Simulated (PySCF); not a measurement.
# C2H4Si (ethynylsilane): a chain of runs

Wanted: a transition-state search (HF-D3(BJ)/def2-SVP), then a single-point energy, then the energy (CCSD(T)/def2-mTZVP) of C2H4Si (ethynylsilane). The job is set up through a Python script.

Program for the calculation: PySCF 2.14.0.

## (1) The molecule

C2H4Si: 7 atoms, total charge 0, spin state singlet. SMILES: `C#C[SiH3]`. The run starts from this shape.

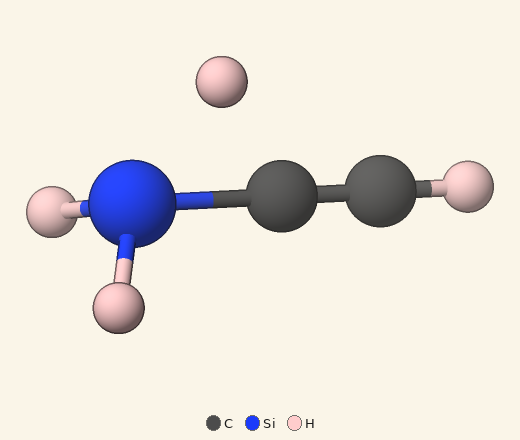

Viewed from a chosen angle; carbon dark grey, silicon blue, hydrogen pink.

## (2) A saddle-point search at HF-D3(BJ)/def2-SVP (density fitting with aug-cc-pvtz-jkfit) (run 1)

File job.py:

```python
from pyscf import gto
from pyscf.geomopt.geometric_solver import kernel as optimise

mol = gto.Mole()
mol.atom = [
    ('C', (-0.580700, -1.871400, 0.172200)),
    ('C', (-0.218500, -0.726500, 0.062400)),
    ('Si', (0.329800, 1.004300, -0.103800)),
    ('H', (-0.901000, -2.883500, 0.269300)),
    ('H', (-0.094500, 1.528300, -1.425000)),
    ('H', (-0.773183, 0.519271, 1.206117)),
    ('H', (1.807900, 1.062900, 0.004400)),
]
mol.basis = 'def2-svp'
mol.max_memory = 1860
mol.spin = 0
mol.charge = 0
mol.verbose = 3
mol.build()

mf = mol.RHF()
mf = mf.density_fit(auxbasis='aug-cc-pvtz-jkfit')
mf.disp = 'd3bj'
converged, mol_eq = optimise(mf, maxsteps=60, transition=True, hessian=True)
print('converged:', converged)
print(mol_eq.tostring())

mf.reset(mol_eq)
mol = mol_eq
mf.kernel()
e_tot = mf.e_tot
print('E = %.10f Eh' % e_tot)
```

Started as:

```sh
OMP_NUM_THREADS=1 python job.py
```

The log of the run:

```text
converged SCF energy = -366.720104615211

WARN: DFTD3 does not support analytical Hessian, using finite difference

WARN: Mole.unit (angstrom) is changed to Bohr

[... 90 lines left out ...]
Step    0 : Gradient = 4.133e-02/6.654e-02 (rms/max) Energy = -366.7201046152
[... 247 lines left out ...]
converged SCF energy = -366.7121318282
[... 259 lines left out ...]
converged SCF energy = -366.72859520115
[... 117 lines left out ...]
Failed inverse iteration - checking coordinate system
[... 5 lines left out ...]
Warning: OutOfPlane atoms are the same, ordering is different
[... 231 lines left out ...]
converged SCF energy = -366.75550130334
[... 259 lines left out ...]
converged SCF energy = -366.792642939404
[... 259 lines left out ...]
converged SCF energy = -366.819000522323
[... 197 lines left out ...]
Geometry optimization failed to converge in 60 iterations
[... 8 lines left out ...]
converged SCF energy = -366.821940484065
E = -366.8219404841 Eh
```

Wall time 2.3 min (1 thread of Intel Xeon at 2.50GHz (Skylake/Cascade Lake), shared host); peak memory 0.48 GiB.

The iterations ended before the threshold was met.

## (3) The energy at HF-D3(BJ)/def2-SVP (density fitting with aug-cc-pvtz-jkfit) (run 4)

File job.py:

```python
from pyscf import gto, scf

mol = gto.M(
    atom=[
    ('C', (-0.580700, -1.871400, 0.172200)),
    ('C', (-0.218500, -0.726500, 0.062400)),
    ('Si', (0.329800, 1.004300, -0.103800)),
    ('H', (-0.901000, -2.883500, 0.269300)),
    ('H', (-0.094500, 1.528300, -1.425000)),
    ('H', (-0.281700, 1.818100, 0.974900)),
    ('H', (1.807900, 1.062900, 0.004400)),
],
    verbose=3,
    max_memory=1860,
    basis='def2-svp',
)

calc0 = scf.RHF(mol)
calc0 = calc0.density_fit(auxbasis='aug-cc-pvtz-jkfit')
calc0.disp = 'd3bj'
calc0.kernel()

e_final = calc0.e_tot
print('Final energy', e_final)
```

Started as:

```sh
OMP_NUM_THREADS=1 python job.py
```

The log of the run:

```text
converged SCF energy = -366.821581431665
Final energy -366.8215814316645
```

Wall time 1.9 s (1 thread of Intel Xeon at 2.50GHz (Skylake/Cascade Lake), shared host); peak memory 0.14 GiB.

## (4) The energy at CCSD(T)/def2-mTZVP (run 6)

File calc.py:

```python
# C#C[SiH3]
from pyscf import gto, cc

system = gto.Mole()
system.atom = [
    ('C', (-0.580700, -1.871400, 0.172200)),
    ('C', (-0.218500, -0.726500, 0.062400)),
    ('Si', (0.329800, 1.004300, -0.103800)),
    ('H', (-0.901000, -2.883500, 0.269300)),
    ('H', (-0.094500, 1.528300, -1.425000)),
    ('H', (-0.281700, 1.818100, 0.974900)),
    ('H', (1.807900, 1.062900, 0.004400)),
]
system.verbose = 4
system.symmetry = True
system.basis = 'def2-mtzvp'
system.charge = 0
system.max_memory = 1860
system.build()

mf = system.RHF()
mf.kernel()

mycc = cc.CCSD(mf)
mycc.kernel()
e_t = mycc.ccsd_t()
energy = mycc.e_tot + e_t
print(f'total energy: {energy:.8f} hartree')
```

Started as:

```sh
OMP_NUM_THREADS=1 python calc.py
```

The log of the run:

```text
PySCF version 2.14.0

[... 65 lines left out ...]
converged SCF energy = -366.955450123344
[... 11 lines left out ...]
Init t2, MP2 energy = -367.357861845743  E_corr(MP2) -0.402411722399397
[... 11 lines left out ...]
CCSD converged
[... 2 lines left out ...]
total energy: -367.40530926 hartree
```

It took 29 s on 1 thread of Intel Xeon at 2.50GHz (Skylake/Cascade Lake), shared host; peak memory 0.37 GiB.

## (5) What came out

| quantity | value |
| --- | --- |
| run 4, HF-D3(BJ)/def2-SVP: total energy | -366.82158 Eh |
| run 4, HF-D3(BJ)/def2-SVP: dipole moment | 0.54 D |
| run 4, HF-D3(BJ)/def2-SVP: HOMO energy | -11.04 eV |
| run 4, HF-D3(BJ)/def2-SVP: LUMO energy | 3.81 eV |
| run 4, HF-D3(BJ)/def2-SVP: HOMO–LUMO gap | 14.86 eV |
| run 4, HF-D3(BJ)/def2-SVP: dispersion energy | -97.88 kJ/mol |
| run 6, CCSD(T)/def2-mTZVP: total energy | -367.40531 Eh |
| run 6, CCSD(T)/def2-mTZVP: dipole moment (Hartree–Fock density) | 0.47 D |
| run 6, CCSD(T)/def2-mTZVP: HOMO energy (Hartree–Fock orbitals) | -11.00 eV |
| run 6, CCSD(T)/def2-mTZVP: LUMO energy (Hartree–Fock orbitals) | 3.50 eV |
| run 6, CCSD(T)/def2-mTZVP: HOMO–LUMO gap (Hartree–Fock orbitals) | 14.51 eV |
| run 6, CCSD(T)/def2-mTZVP: correlation energy | -449.9 mEh |
| run 6, CCSD(T)/def2-mTZVP: (T) correction | -17.14 mEh |
| run 6, CCSD(T)/def2-mTZVP: T1 diagnostic | 0.011 |
| run 1, HF-D3(BJ)/def2-SVP | no result (not converged) |

In words: The triples (run 6, CCSD(T)/def2-mTZVP) make up 3.8 % of the correlation energy. 1 of the 3 runs did not end normally.
